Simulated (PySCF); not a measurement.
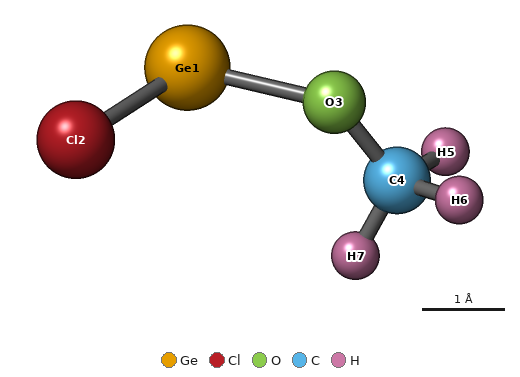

**Figure 1.** The starting structure (ball-and-stick view, seen at a tilt; atoms are numbered from 1 in the order of the input). Sticks mark near contacts. Bond lengths as drawn: Cl–Ge 2.22 Å, C–H 1.09 to 1.12 Å, C–O 1.34 Å and Ge–O 1.94 Å.

# Geometry relaxation, with input and output: CH$_{3}$ClGeO

System: CH$_{3}$ClGeO, multiplicity 3.
Method: PBE0-D3(BJ)/def2-SVP geometry optimisation, gas phase (PySCF 2.14.0).

The program's output:
```
step   0  E = -2651.25544596  max force = 0.046057
step   1  E = -2651.26121471  max force = 0.017778
step   2  E = -2651.26228289  max force = 0.004866
step   3  E = -2651.26241893  max force = 0.001365
step   4  E = -2651.26245628  max force = 0.000446
step   5  E = -2651.26246643  max force = 0.000804
step   6  E = -2651.26246376  max force = 0.001158
step   7  E = -2651.26246833  max force = 0.000888
step   8  E = -2651.26248871  max force = 0.000838
step   9  E = -2651.26249666  max force = 0.001086
step  10  E = -2651.26250608  max force = 0.000757
step  11  E = -2651.26251056  max force = 0.000229
optimisation converged
```

Trajectory as extended XYZ (Å, eV, eV/Å), 12 frames, from step=0 to step=11:
```
7
Properties=species:S:1:pos:R:3:forces:R:3 step=0 energy=-72144.33538
Ge    1.7301    0.7590    0.6747   -0.8538  -0.2732  -0.7386
Cl    3.1976   -0.0921   -0.7512   -0.1682   0.1434   0.2458
O    -0.0052    0.7192   -0.1899    2.3684   1.3498   0.0550
C    -0.9735   -0.1767    0.0392   -1.7364  -0.6289   0.2092
H    -1.6498    0.1289    0.8644    0.0281  -0.0840   0.0273
H    -1.6272   -0.1693   -0.8686    0.1573  -0.0825   0.1591
H    -0.6415   -1.2031    0.2086    0.2046  -0.4246   0.0421
7
Properties=species:S:1:pos:R:3:forces:R:3 step=1 energy=-72144.49235
Ge    1.5758    0.5952    0.6696    0.9142   0.0707   0.2948
Cl    3.2585   -0.0086   -0.5934   -0.0147  -0.0216   0.0609
O     0.0517    0.7560   -0.2068   -0.6377  -0.0240  -0.1660
C    -0.9887   -0.1655    0.0023   -0.1100  -0.0021  -0.2038
H    -1.6336    0.1383    0.8376   -0.0740   0.0265   0.1471
H    -1.6022   -0.1568   -0.9081   -0.1168  -0.0348  -0.1362
H    -0.6309   -1.1933    0.1762    0.0390  -0.0147   0.0033
7
Properties=species:S:1:pos:R:3:forces:R:3 step=2 energy=-72144.52142
Ge    1.6251    0.6769    0.6676   -0.2502   0.0142  -0.1429
Cl    3.2720   -0.0640   -0.5655    0.0058  -0.0088   0.0057
O     0.0250    0.7752   -0.1958    0.0816  -0.0693   0.0986
C    -1.0018   -0.1703   -0.0064    0.1453   0.0488   0.0656
H    -1.6394    0.0940    0.8545   -0.0056  -0.0078  -0.0039
H    -1.6343   -0.1525   -0.9106    0.0447   0.0392  -0.0092
H    -0.6163   -1.1941    0.1337   -0.0216  -0.0164  -0.0138
7
Properties=species:S:1:pos:R:3:forces:R:3 step=3 energy=-72144.52512
Ge    1.6132    0.6992    0.6582   -0.0702   0.0117  -0.0466
Cl    3.2525   -0.0848   -0.5586    0.0096  -0.0099   0.0022
O     0.0194    0.7847   -0.1939    0.0251  -0.0251   0.0562
C    -0.9939   -0.1717   -0.0034    0.0310   0.0320  -0.0169
H    -1.6322    0.0783    0.8614    0.0095  -0.0072  -0.0016
H    -1.6261   -0.1448   -0.9073   -0.0043  -0.0025   0.0084
H    -0.6024   -1.1954    0.1211   -0.0007   0.0011  -0.0016
7
Properties=species:S:1:pos:R:3:forces:R:3 step=4 energy=-72144.52614
Ge    1.6049    0.7269    0.6466    0.0229   0.0018   0.0093
Cl    3.2338   -0.1147   -0.5467    0.0055  -0.0070   0.0027
O     0.0110    0.7986   -0.1934   -0.0129   0.0174  -0.0163
C    -0.9876   -0.1714   -0.0040   -0.0128  -0.0053  -0.0061
H    -1.6169    0.0579    0.8727    0.0015  -0.0054   0.0042
H    -1.6322   -0.1399   -0.8988   -0.0044  -0.0016   0.0083
H    -0.5825   -1.1920    0.1010    0.0001   0.0001  -0.0022
7
Properties=species:S:1:pos:R:3:forces:R:3 step=5 energy=-72144.52641
Ge    1.6010    0.7513    0.6349    0.0323  -0.0050   0.0255
Cl    3.2202   -0.1450   -0.5323   -0.0014  -0.0024   0.0046
O     0.0032    0.8111   -0.1967   -0.0081   0.0266  -0.0414
C    -0.9833   -0.1704   -0.0047   -0.0226  -0.0220   0.0085
H    -1.6014    0.0403    0.8846    0.0036  -0.0007   0.0039
H    -1.6419   -0.1336   -0.8888   -0.0057   0.0015   0.0023
H    -0.5674   -1.1884    0.0805    0.0019   0.0020  -0.0035
7
Properties=species:S:1:pos:R:3:forces:R:3 step=6 energy=-72144.52634
Ge    1.5943    0.7841    0.6184    0.0201  -0.0061   0.0347
Cl    3.2018   -0.1918   -0.5006   -0.0096   0.0073   0.0047
O    -0.0070    0.8284   -0.2086    0.0123   0.0197  -0.0595
C    -0.9775   -0.1678   -0.0080   -0.0243  -0.0293   0.0270
H    -1.5721    0.0171    0.9028    0.0023   0.0005   0.0014
H    -1.6615   -0.1225   -0.8720   -0.0023   0.0065  -0.0019
H    -0.5474   -1.1822    0.0455    0.0016   0.0015  -0.0064
7
Properties=species:S:1:pos:R:3:forces:R:3 step=7 energy=-72144.52647
Ge    1.5894    0.7974    0.6131   -0.0016   0.0005   0.0278
Cl    3.1974   -0.2091   -0.4769   -0.0090   0.0089   0.0009
O    -0.0099    0.8329   -0.2213    0.0231  -0.0017  -0.0457
C    -0.9755   -0.1673   -0.0116   -0.0153  -0.0167   0.0268
H    -1.5547    0.0088    0.9109    0.0017  -0.0002  -0.0002
H    -1.6744   -0.1167   -0.8632   -0.0008   0.0083  -0.0033
H    -0.5419   -1.1808    0.0266    0.0019   0.0009  -0.0064
7
Properties=species:S:1:pos:R:3:forces:R:3 step=8 energy=-72144.52702
Ge    1.5823    0.8030    0.6156   -0.0389   0.0163  -0.0014
Cl    3.2042   -0.2095   -0.4455   -0.0018   0.0018  -0.0025
O    -0.0074    0.8275   -0.2438    0.0281  -0.0431   0.0069
C    -0.9758   -0.1686   -0.0178    0.0094   0.0205   0.0054
H    -1.5370    0.0085    0.9155    0.0009  -0.0023  -0.0028
H    -1.6897   -0.1114   -0.8564    0.0014   0.0072  -0.0016
H    -0.5461   -1.1841    0.0099    0.0009  -0.0005  -0.0040
7
Properties=species:S:1:pos:R:3:forces:R:3 step=9 energy=-72144.52724
Ge    1.5720    0.8193    0.6146   -0.0347   0.0211  -0.0105
Cl    3.2061   -0.2162   -0.4033    0.0039  -0.0003  -0.0055
O    -0.0052    0.8217   -0.2683    0.0150  -0.0559   0.0334
C    -0.9742   -0.1708   -0.0254    0.0153   0.0414  -0.0171
H    -1.5130    0.0024    0.9217   -0.0002  -0.0040  -0.0018
H    -1.7068   -0.1028   -0.8468    0.0003  -0.0002   0.0015
H    -0.5484   -1.1882   -0.0149    0.0005  -0.0021  -0.0001
7
Properties=species:S:1:pos:R:3:forces:R:3 step=10 energy=-72144.52749
Ge    1.5695    0.8201    0.6192   -0.0173   0.0133  -0.0115
Cl    3.2138   -0.2036   -0.3943    0.0035  -0.0010  -0.0007
O    -0.0006    0.8123   -0.2740   -0.0032  -0.0389   0.0290
C    -0.9755   -0.1733   -0.0280    0.0179   0.0348  -0.0191
H    -1.5128    0.0053    0.9188   -0.0011  -0.0035  -0.0004
H    -1.7083   -0.1024   -0.8490    0.0005  -0.0023   0.0016
H    -0.5556   -1.1931   -0.0153   -0.0003  -0.0024   0.0011
7
Properties=species:S:1:pos:R:3:forces:R:3 step=11 energy=-72144.52761
Ge    1.5673    0.8263    0.6209    0.0030   0.0019  -0.0016
Cl    3.2170   -0.1965   -0.3856    0.0015   0.0014   0.0019
O     0.0010    0.8070   -0.2757   -0.0115  -0.0084   0.0058
C    -0.9756   -0.1756   -0.0302    0.0085   0.0118  -0.0076
H    -1.5127    0.0033    0.9167   -0.0011  -0.0019   0.0003
H    -1.7084   -0.1027   -0.8509   -0.0004  -0.0032   0.0002
H    -0.5581   -1.1965   -0.0177    0.0000  -0.0015   0.0011
```

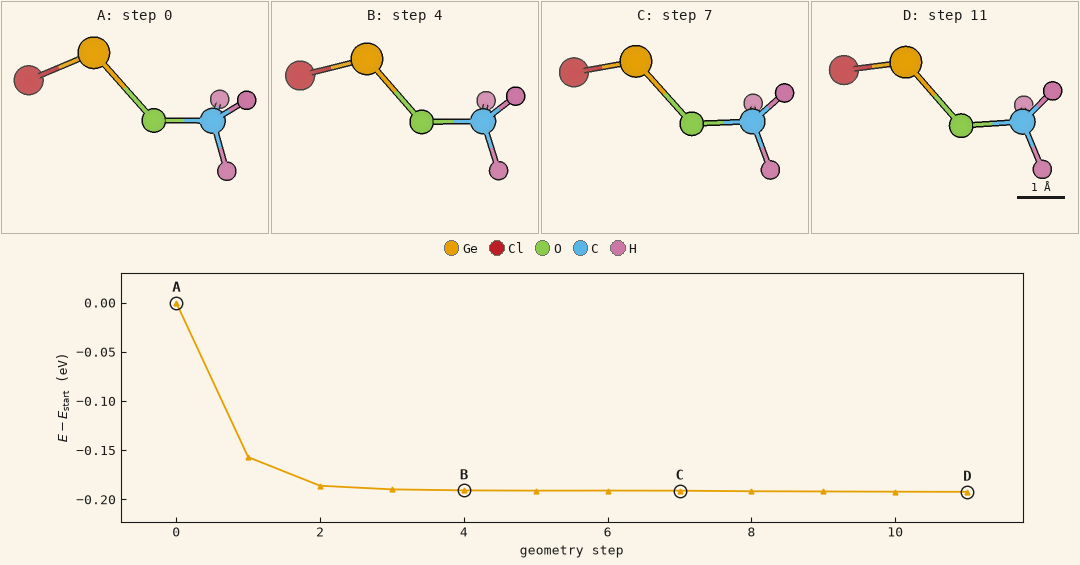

**Figure 2.** Frames of the relaxation (ball-and-stick view, seen at a tilt) above the curves, on which the letters mark them (steps are counted from 0).

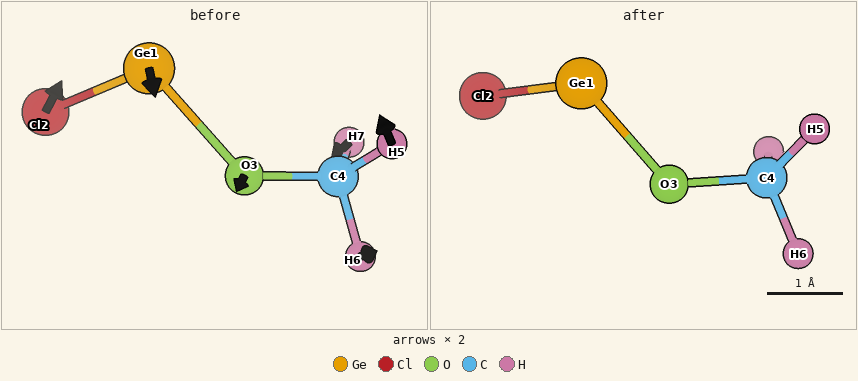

**Figure 3.** Before (left) and after (right) the relaxation, at one scale (ball-and-stick view, seen at a tilt). The black arrows give the displacements, magnified 2 times. After 11 geometry steps the energy has fallen by 0.192 eV. The largest force component goes from 2.4 to 0.012 eV/Å. The largest moves after the best rigid fit, 0.25 Å, are those of Cl2 and H5. By element the largest moves are Cl 0.25 Å, H 0.24 Å, Ge 0.22 Å, O 0.13 Å, C 0.02 Å. Among the contacts that change: Ge1–O3 1.939 → 1.805 Å, O3–C4 1.339 → 1.407 Å, Ge1–Cl2 2.216 → 2.186 Å, C4–H6 1.119 → 1.103 Å. Among the angles that change: Cl2–Ge1–O3 107.3° → 114.9°, Ge1–O3–C4 125.8° → 121.5°, H5–C4–H6 104.2° → 107.7°. (Atoms are counted from 1 in the order of the input.)

The run was set up as follows.

Input:
```
{"job": {"xc": "PBE0", "basis": "def2-SVP", "d3": "d3bj", "grid": 2, "kind": "geom", "shake": 0.01}, "charge": 0, "multiplicity": 3}
Ge     1.730136     0.759013     0.674719
Cl     3.197645    -0.092113    -0.751236
O     -0.005186     0.719240    -0.189919
C     -0.973451    -0.176676     0.039162
H     -1.649757     0.128872     0.864443
H     -1.627236    -0.169274    -0.868633
H     -0.641532    -1.203066     0.208617
```

The first line tells a small driver script what to run in PySCF; the rest is the geometry in Å.

Launched with:
```bash
OMP_NUM_THREADS=1 python <driver script> task.json out
```

Results in brief:

```json
{"quantity": "outcome", "value": "converged"}
{"quantity": "total energy", "value": "−2651.262511 hartree"}
{"quantity": "⟨S²⟩", "value": "2.005"}
{"quantity": "dipole moment", "value": "2.22 D"}
{"quantity": "point group", "value": "C1"}
{"quantity": "hardware", "value": "1 CPU thread, shared host"}
{"quantity": "wall time", "value": "67 s"}
{"quantity": "peak memory", "value": "0.45 GiB"}
```
